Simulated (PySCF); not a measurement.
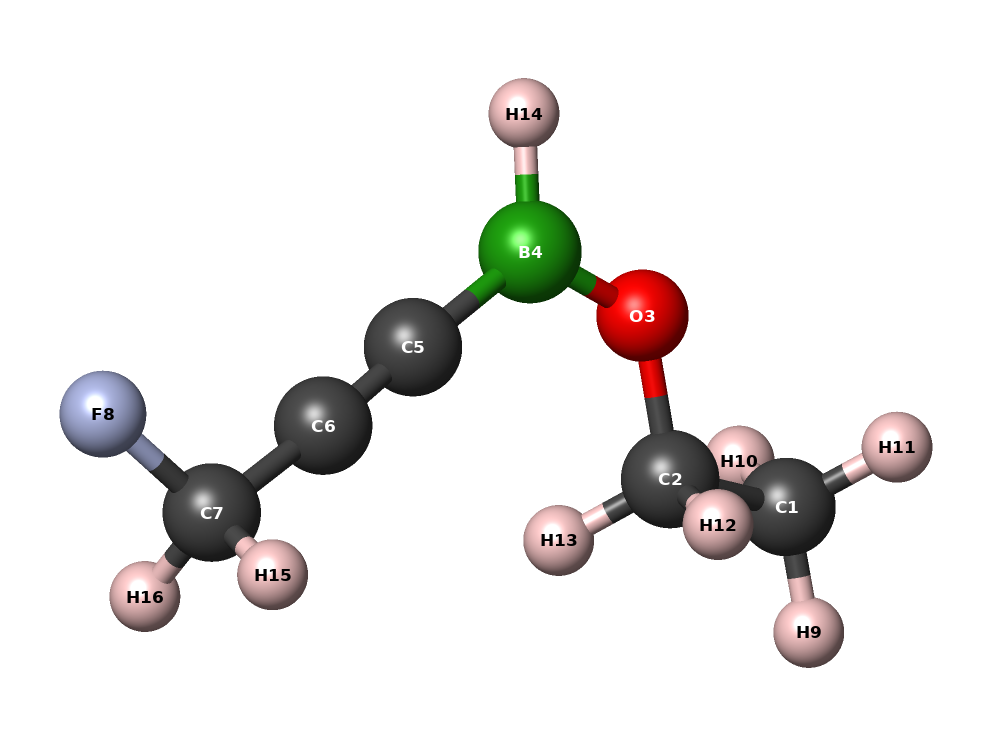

Every bond is drawn as one stick. The geometry was computed by an optimisation with GFN2-xTB. No frequency run is at hand to confirm it as a minimum. Computed with PBE0/pcSseg-1 (PySCF 2.14.0).

List the Mayer bond orders of C1–C2, C2–O3, O3–B4, B4–C5, C5–C6, C6–C7, C7–F8 (bonds between heavy atoms, one of each equivalent set).

```json
{"bond": "C1–C2", "Mayer order": "1.08", "length (Å)": "1.523"}
{"bond": "C2–O3", "Mayer order": "0.84", "length (Å)": "1.412"}
{"bond": "O3–B4", "Mayer order": "1.27", "length (Å)": "1.327"}
{"bond": "B4–C5", "Mayer order": "1.05", "length (Å)": "1.528"}
{"bond": "C5–C6", "Mayer order": "2.49", "length (Å)": "1.206"}
{"bond": "C6–C7", "Mayer order": "1.12", "length (Å)": "1.448"}
{"bond": "C7–F8", "Mayer order": "0.91", "length (Å)": "1.379"}
```

The geometry is semi-empirical. Around B such bond lengths and angles can be off by a tenth of an ångström or more and by several degrees, and values that hang on the shape move with them.
